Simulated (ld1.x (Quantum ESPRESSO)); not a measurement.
**Pseudopotential generation for Sb (part 2 of 2)**

The same run, continued: antimony (Sb, Z = 51), core [Kr], reference valence 4d10 5s2 5p3, valence charge 15. Method: TM potential, PBE, scalar-relativistic, made with ld1.x (Quantum ESPRESSO) 7.5.

Output of the test run (extracts), continued:
```
     ---------------------- Testing the pseudopotential ----------------------

     Sb
     scalar relativistic calculation

     atomic number is 51.00   valence charge is 15.00
     dft =PBE   lsd =0 sic =0 latt =0  beta=0.20 tr2=1.0E-14
     mesh =1243 r(mesh) =  98.80758 xmin = -7.00 dx = 0.01250

     n l     nl             e AE (Ry)        e PS (Ry)    De AE-PS (Ry)
     3 2     4D   1( 9.00)       -3.55367       -0.59664       -2.95703  !
     1 0     5S   1( 2.00)       -1.68284       -0.00006       -1.68278  !
     2 1     5P   1( 3.00)       -0.99256       -0.00000       -0.99256  !

     eps = 3.2E-15  iter = 44

     Etot =  -12959.914075 Ry,   -6479.957037 Ha, -176328.613802 eV
     Etotps =    -5.369914 Ry,      -2.684957 Ha,     -73.061405 eV
     dEtot_ae =       2.993999 Ry
     dEtot_ps =     155.607953 Ry,   Delta E=    -152.613954 Ry

     Ekin =      -5.369914 Ry,      -2.684957 Ha,     -73.061405 eV
     Encl =       0.000000 Ry,       0.000000 Ha,       0.000000 eV
     Ehrt =       0.000000 Ry,       0.000000 Ha,       0.000000 eV
     Ecxc =       0.000000 Ry,       0.000000 Ha,       0.000000 eV

     ---------------------- End of pseudopotential test ----------------------

     ---------------------- Testing the pseudopotential ----------------------

     Sb
     scalar relativistic calculation

     atomic number is 51.00   valence charge is 15.00
     dft =PBE   lsd =0 sic =0 latt =0  beta=0.20 tr2=1.0E-14
     mesh =1243 r(mesh) =  98.80758 xmin = -7.00 dx = 0.01250

     n l     nl             e AE (Ry)        e PS (Ry)    De AE-PS (Ry)
     3 2     4D   1(10.00)       -2.66291       -2.67140        0.00848  !
     1 0     5S   1( 0.00)       -1.05555       -1.05551       -0.00004
     2 1     5P   1( 5.00)       -0.43686       -0.43646       -0.00040

     eps = 1.9E-16  iter = 13

     Etot =  -12961.700416 Ry,   -6480.850208 Ha, -176352.918216 eV
     Etotps =  -159.769840 Ry,     -79.884920 Ha,   -2173.779414 eV
     dEtot_ae =       1.207657 Ry
     dEtot_ps =       1.208027 Ry,   Delta E=      -0.000370 Ry

     Ekin =     117.279966 Ry,      58.639983 Ha,    1595.675223 eV
     Encl =    -397.960860 Ry,    -198.980430 Ha,   -5414.533342 eV
     Ehrt =     136.213143 Ry,      68.106572 Ha,    1853.274225 eV
     Ecxc =     -17.824627 Ry,      -8.912314 Ha,    -242.516410 eV
     Epseu=       2.522539 Ry,       1.261269 Ha,      34.320890 eV

     ---------------------- End of pseudopotential test ----------------------

     ---------------------- Testing the pseudopotential ----------------------

     Sb
     scalar relativistic calculation

     atomic number is 51.00   valence charge is 15.00
     dft =PBE   lsd =0 sic =0 latt =0  beta=0.20 tr2=1.0E-14
     mesh =1243 r(mesh) =  98.80758 xmin = -7.00 dx = 0.01250

     n l     nl             e AE (Ry)        e PS (Ry)    De AE-PS (Ry)
     3 2     4D   1(10.00)       -2.56549       -2.56917        0.00368
     1 0     5S   1( 1.00)       -1.00144       -1.00134       -0.00010
     2 1     5P   1( 4.00)       -0.39734       -0.39713       -0.00021

     eps = 3.7E-15  iter = 18

     Etot =  -12962.311861 Ry,   -6481.155930 Ha, -176361.237344 eV
     Etotps =  -160.381555 Ry,     -80.190777 Ha,   -2182.102215 eV
     dEtot_ae =       0.596213 Ry
     dEtot_ps =       0.596312 Ry,   Delta E=      -0.000100 Ry

     Ekin =     116.515871 Ry,      58.257936 Ha,    1585.279186 eV
     Encl =    -399.631976 Ry,    -199.815988 Ha,   -5437.270030 eV
     Ehrt =     137.474270 Ry,      68.737135 Ha,    1870.432733 eV
     Ecxc =     -17.927405 Ry,      -8.963703 Ha,    -243.914772 eV
     Epseu=       3.187685 Ry,       1.593843 Ha,      43.370667 eV

     ---------------------- End of pseudopotential test ----------------------
```

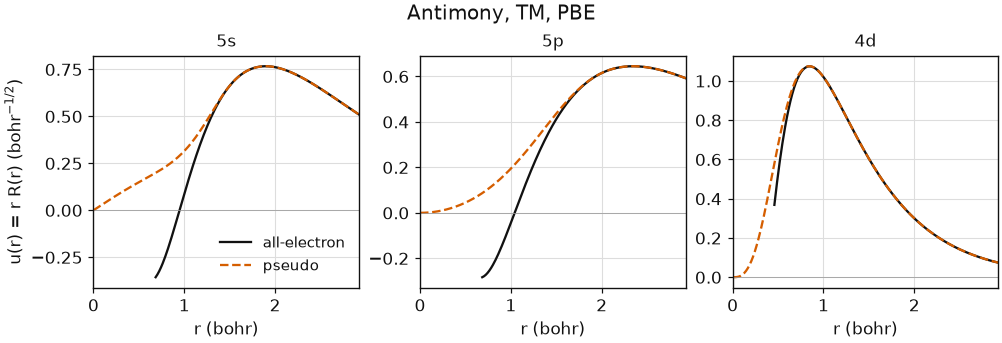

*Partial waves u(r) = r R(r), all-electron (solid) and pseudo (dashed). The innermost oscillations of some all-electron curves aren't drawn. Reference configuration 4d10 5s2 5p3.*

- Matching radii: 5s at 1.60 bohr; 5p at 2.25 bohr; 4d at 1.00 bohr. The curves merge smoothly, so the plot gives these only roughly.
- Nodes of the pseudo-waves: 5s has no node; 5p has no node; 4d has no node. The potential isn't sound: its ghost test gives ghost states below the valence levels: s at -196.4 eV, p at -79.6 eV.

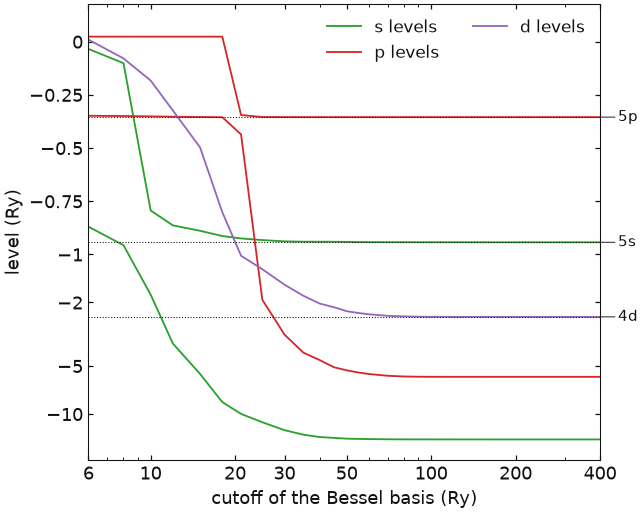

*The pseudo-atom Hamiltonian at the reference potential is diagonalised in spherical Bessel functions (20 bohr box) up to the cutoff. Curves: the lowest levels of each channel that holds a bound state. Dotted lines: the all-electron valence levels.*

- Ghost states: below the valence levels: s at -196.4 eV, p at -79.6 eV. A ghost is a state of the pseudo-atom that lies below a valence level of its channel, or is bound in a channel without one, and matches no all-electron valence level; bound levels above the valence ones can be real empty states. In Ry: s -14.43, p -5.85.
- Onset of the ghost: the lowest s curve lies clearly below the lowest valence level of its channel from about 10 Ry on and ends at -14.43 Ry.
- All-electron valence levels: 5s: -0.94 Ry; 5p: -0.35 Ry; 4d: -2.46 Ry.

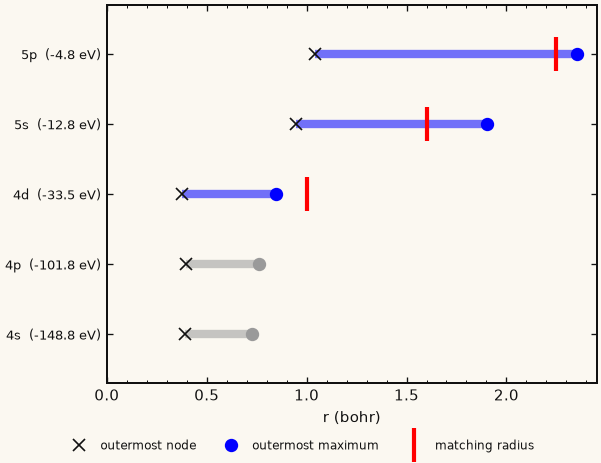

*Outer shells of the all-electron reference atom: each bar runs from the outermost node (or the nucleus) to the outermost maximum of u(r); the tick is the radius chosen for the pseudo-wave. Shells without a tick have no pseudo-wave of their own. Levels, nodes and maxima are from ld1.x, scalar-relativistic.*

- Radii against the shells: 4d: 1.00 bohr, outside the maximum; 5s: 1.60 bohr, between node and maximum; 5p: 2.25 bohr, between node and maximum.

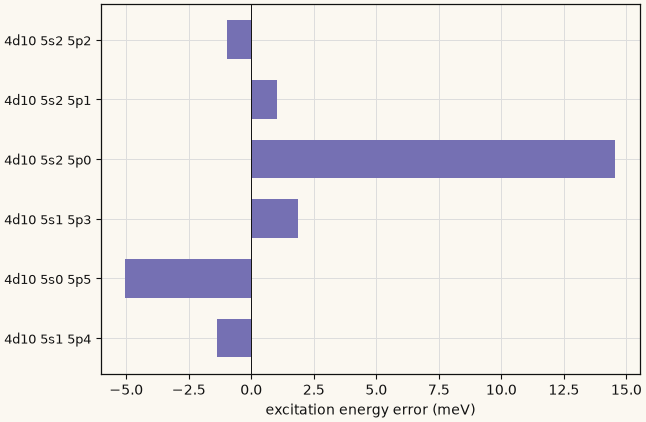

*Errors, all-electron minus pseudo, of the energies of valence configurations relative to the unpolarised reference 4d10 5s2 5p3. Not all tests gave a result: 1 of 7 tests not solved.*

- Worst configuration: 4d10 5s2 5p0 (charge +3): the error is +15 meV on an all-electron energy of +48.70 eV relative to the reference, or 0.03 %.
- Configurations within 10 meV and within 50 meV: 5 and 6 of 6.
- Errors in meV: 4d10 5s2 5p2: -1.0; 4d10 5s2 5p1: +1.0; 4d10 5s2 5p0: +15; 4d10 5s1 5p3: +1.9; 4d10 5s0 5p5: -5.0; 4d10 5s1 5p4: -1.4.

Summary:

- outcome: generated, with a ghost state
- cutoffs needed: 110 Ry and 140 Ry (the cutoffs, on a coarse ladder, from which the occupation-weighted sum of valence levels, in a spherical-Bessel basis at the reference potential, stays within 10 and 1 mRy of its value at 400 Ry); ghost states and empty shells don't enter this sum
- ghost test: ghost states below the valence levels: s at -196.4 eV, p at -79.6 eV (spherical-Bessel basis up to 400 Ry, 20 bohr box)
- configuration tests: 1 of 7 tests not solved
- largest excitation error among the tests solved: +15 meV (all-electron minus pseudo) for 4d10 5s2 5p0
- range over which the phases arctan(r u′/u) at the test radius agree within 0.05 rad (a looser test near the poles than one of phase shifts): s: up to about 2.1 Ry; p: up to about 3.9 Ry; d: over the whole range computed
- hardware: 1 CPU thread, shared host
- wall time: 1.5 s

Notes:

The potential has a bound ghost state, so it can't be used as it stands.
